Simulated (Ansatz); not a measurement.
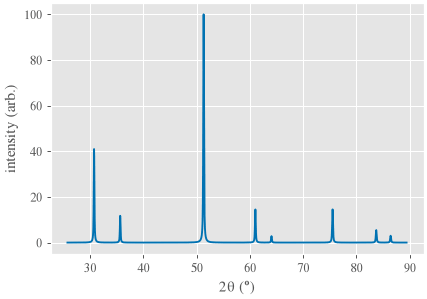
Simulated powder pattern, Fe Kα, λ = 1.93735 Å

The pattern belongs to a structure relaxed with PBEsol (plane waves, PAW; program Ansatz).

**Question.** Pick the material that matches.
A) Mg2Si, fluorite or antifluorite type
B) Cu, fcc (Cu type)
C) Al, fcc (Cu type)
D) Cd, hcp (Mg type)

**Answer.** A, Mg2Si, fluorite or antifluorite type

Space group Fm-3m (fluorite or antifluorite type). Symmetry was held in the PBEsol relaxation.

Potentials: the later of the program's two PAW sets.
